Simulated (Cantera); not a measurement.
Feed: 1 mol PbS, a varied amount of H2, 24 mol N2, at 1350 K and 0.00600 bar.

These are equilibrium values from Cantera (NASA tables, ideal gas, pure condensed phases), not measurements of a reactor. Candidate condensed phases: Pb, PbS, S; 18 gas species. Equilibrium is a limit: real reactors are often held back by kinetics, nucleation or transport.

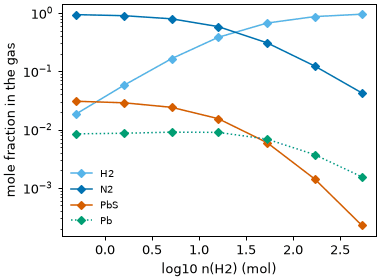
Figure. Equilibrium gas composition (values under 1e-9 drawn at 1e-9)

Q: Read off the mole fractions at 1.6 mol H2.

A: N2 about 0.90, H2 about 0.058, PbS about 0.029, Pb about 0.0087.
